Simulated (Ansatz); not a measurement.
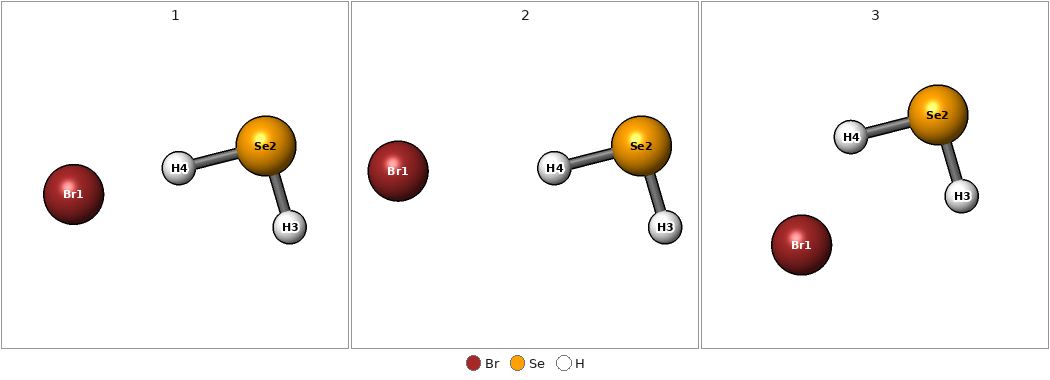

The pair Br···H₂Se, charge −1. The turn is about an axis along (−0.77, −0.63, 0.00) in the frame of the relaxed pair, normal to the line between the partners. The first coordinate is: distance H4···Br1; the second: turn of Br1 about H4. Grid: 15 × 15 points. Points are written as (first, second). Energies are in eV, from the ion and the molecule far apart, frozen as in the relaxed pair, each in its own basis (no counterpoise correction). All numbers below come from RKS PBE0-D4/def2-SVPD (Ansatz 0.2.0).

The numbered pictures are structures from this grid.

Rank them by energy, lowest first.

Answer. 1, at (1.893 Å, 0.0°): −0.66 eV; 2, at (2.730 Å, 12.9°): −0.49 eV; 3, at (2.062 Å, −51.4°): −0.30 eV.

The map, with the structures marked:

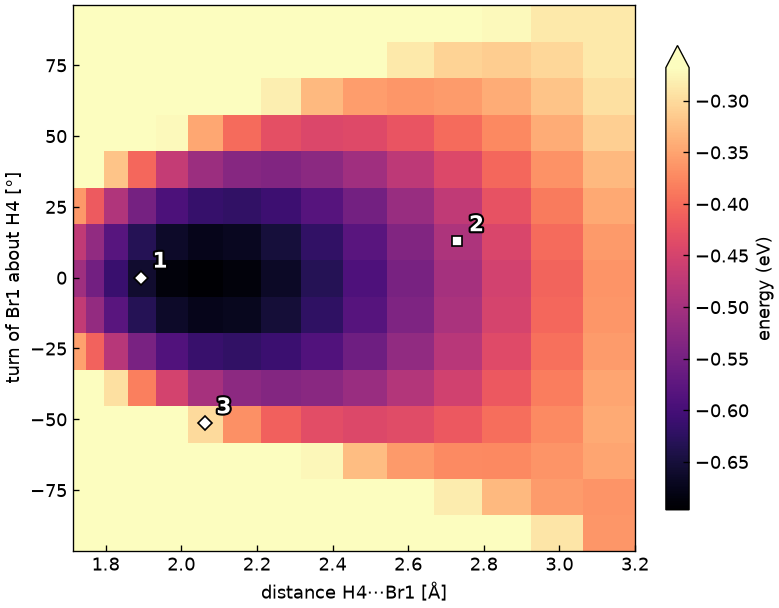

Drawn: one coloured cell a grid point, one colour for all values above the top of the scale.
